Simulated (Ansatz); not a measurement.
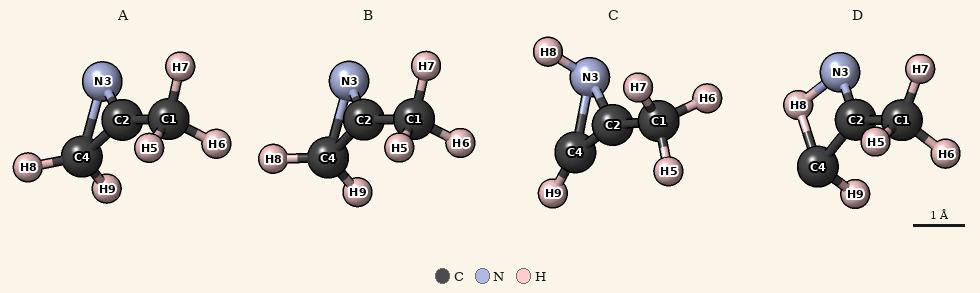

4 geometries from a converged minimum-energy path of C3H5N, shuffled. The picture is a ball-and-stick view, seen from a free direction.

All numbers below come from RKS PBE-D4/def2-SVP (Ansatz). Run with 7 movable images; climbing image; force threshold 0.05 eV/Å; iteration limit 60; starting path through a guess of the saddle point.

Q: One of them is the converged climbing image. Which?

A: D. In order along the path, whose images run from 0 to 8: A (image 1, +0.6 kcal/mol), B (image 2, +5.9 kcal/mol), D (image 5, +59.8 kcal/mol), C (image 8, +35.7 kcal/mol). A hydrogen atom shifts from one atom to another. Breaking: C4–H8 (1.11 → 1.42 at the top → 2.08 Å). Forming: N3–H8 (2.27 → 1.21 at the top → 1.04 Å).

Cost: 6.8 min on 1 thread of Intel(R) Xeon(R) Processor @ 2.70GHz (shared host), peak memory 0.15 GiB.
